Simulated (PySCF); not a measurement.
**AlBCl$_{2}$H$_{2}$O$_{2}$ (SMILES [OH][Al]([OH])[B](Cl)Cl): density, localisation and related maps**

The calculation's input:

```
{"job": {"kind": "nmr", "xc": "PBE0", "basis": "pcSseg-1"}, "charge": 0, "multiplicity": 1}
O     -1.489769     1.171635     0.092962
Al    -0.123420     0.232031    -0.278320
O      0.682821     0.294223    -1.775001
B      0.607095    -1.082456     1.207037
Cl     2.166138    -1.869511     1.049446
Cl    -0.325129    -1.424222     2.651904
H     -1.956337     1.821926    -0.431279
H      0.484656     0.827843    -2.544636
```

Launched as:

```sh
OMP_NUM_THREADS=1 python cluster_run.py task.json out
```

Geometry: PBE0-D3(BJ)/def2-SVP.

All numbers below come from PBE0/pcSseg-1, SCF density, gas phase, non-relativistic in PySCF 2.14.0.

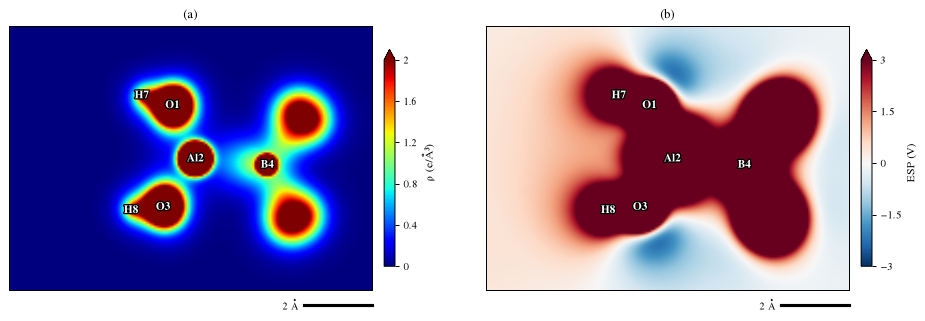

Figure 1. (a) total electron density; (b) electrostatic potential on the plane of atoms Al2, O3 and H8.

Q: Describe what can be read from this map.

A: Atoms in the plane: O, Al, B and H.
Al–O (1.70 Å): the density is about 0.85 e/Å³ at the midpoint.
Al–B (2.11 Å): the density is about 0.6 e/Å³ at the midpoint.
O–H (0.96 Å): ρ is about 3.7 e/Å³ halfway.
Outside the dense part of the molecule the potential is most negative (−2.2 V) near O1 and O3.

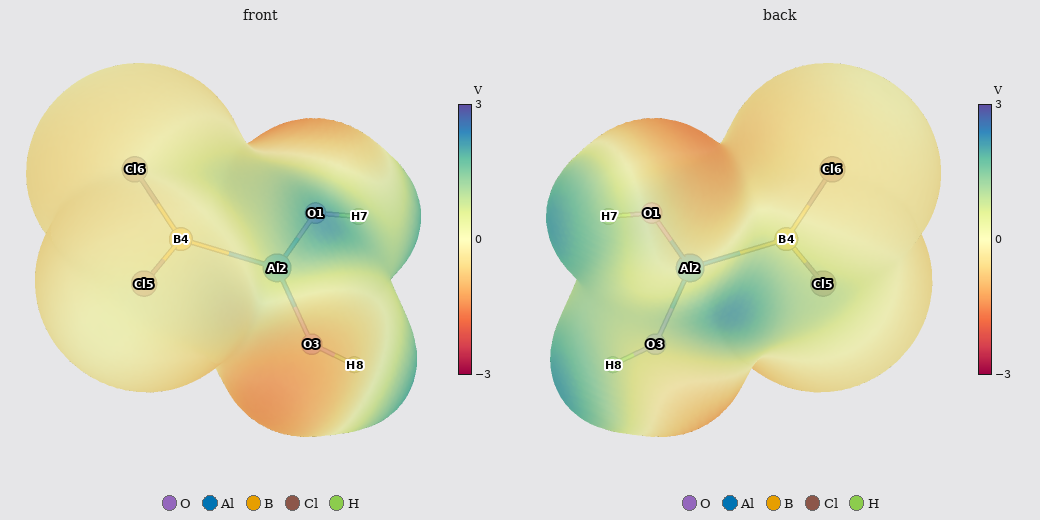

Figure 2. The molecular electrostatic potential painted on the density surface at 0.001 e/bohr³, seen from the front and from behind; red is negative and blue positive.

Q: Which sites attract a positive test charge, and which a negative one?

A: A positive charge is drawn to the negative regions and a negative charge to the positive ones. The most negative region (about −1.4 V, or −32 kcal/mol for a unit charge) lies over O1 and O3, the most positive (about +2.1 V, or +48 kcal/mol for a unit charge) over Al2, H7 and H8.

Q: How polar is the molecule by this calculation?

A: Its dipole moment is 3.08 D.
